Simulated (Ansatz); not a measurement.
Electronic density of states of amorphous Hf18O39B2, density 8.42 g/cm³, on a 2×2×2 Γ-centred mesh with a Gaussian width of 0.1 eV; energies count from the Fermi level, whose place inside the gap is arbitrary. Cell and mesh are small, so fine structure isn't converged. All values below come from PBE, scalar-relativistic without spin-orbit coupling (plane waves to 420 eV, PAW; Ansatz, a program for electronic structure). Sampling: a 2×2×2 Γ-centred mesh; Fermi-Dirac width 0.02 eV; no spin polarisation. At PBE the levels at the filled edge of the gap are localised (band-tail or defect states).

It comes from a melt-quench run on a machine-learned potential (CHGNet), relaxed afterwards by DFT. O atoms were pushed apart under 1.9 Å during the dynamics, to hinder bonds among them. The hot cell started wider than the set density and was brought back towards it in steps. It is the lowest in DFT energy of 2 quenches. It is a model cell: composition and starting density were chosen by hand, and all elements were melted together. No dispersion term was used. Its density started from a set value of 8.42 and ended at 8.42 g/cm³. The simulated quench (nominally 450 K/ps over its main leg) is rapid and tends to freeze in more defects than a deposited or slowly cooled glass has. A cell of this size samples the disorder only roughly. The volume was held where the preparation left it and the shape relaxed, at a PBE pressure of 1.4 GPa. Stress components on the final sampling reach 1.5 GPa.

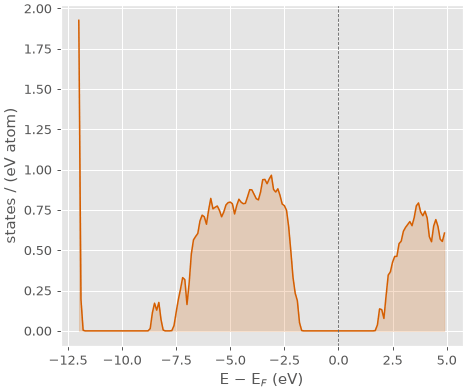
Density of states per atom

The level gap on this mesh is 3.80 eV; the broadening fills part of it in the curve.
